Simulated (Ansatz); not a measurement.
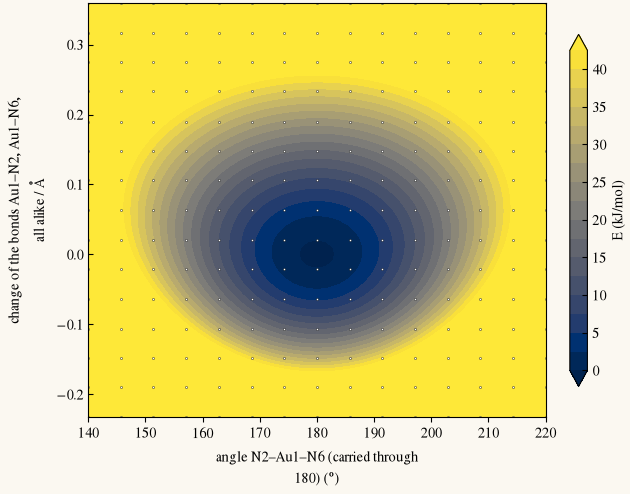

[Au(NH3)2]+, charge +1. First axis: angle N2–Au1–N6 (carried through 180). Second axis: change of the bonds Au1–N2, Au1–N6, all alike. Nothing is relaxed (all other coordinates rigid). Grid: 15 × 15 points. Points are written as (first, second). All energies are given in kJ/mol relative to the lowest grid point. Level of theory: RHF/def2-TZVP (Ansatz 0.2.0).

In the figure: filled contours, dots at the grid points, one colour for all values above the top of the scale. Between grid points the surface is interpolated.

Q: Where is the minimum, and how stiff is the well along each coordinate?

A: The interpolated minimum is at the first coordinate ≈ 180.0°, the second coordinate ≈ 0.000 Å. The curvatures there are about 3.1 eV/rad² and 22 eV/Å², with a cross term of about 0 eV/(rad·Å). Round the minimum the two coordinates are nearly uncoupled. (1 eV is 96.5 kJ/mol.)
